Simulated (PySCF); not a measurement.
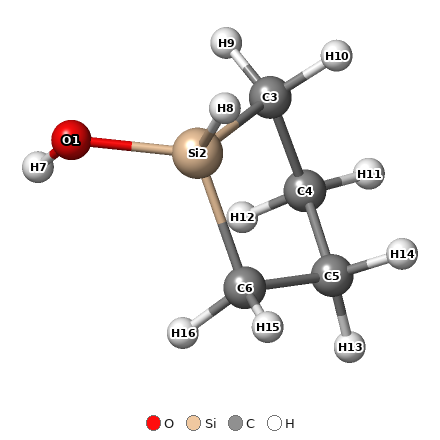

C₄H₁₀OSi, SMILES O[SiH]1CCCC1. Vertical core-electron binding energies by ΔSCF (SCAN, pcX-2 on the ionised atom, pcseg-1 elsewhere, spin-free X2C; PySCF, at a PBE0-D3(BJ)/def2-SVP geometry (no frequency check)), gas phase, against the vacuum level. One atom of each kind was ionised; within a panel, areas follow the number of like atoms, Gaussians of 0.6 eV full width. Only the regions named are shown.

Predict the C 1s photoelectron lines.

Answer.
```
level   atoms  binding energy (eV)
 C 1s  C4, C5                290.5
 C 1s  C3, C6                289.9
```

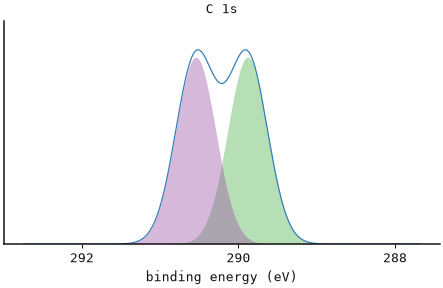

Note: one conformer of a flexible molecule.
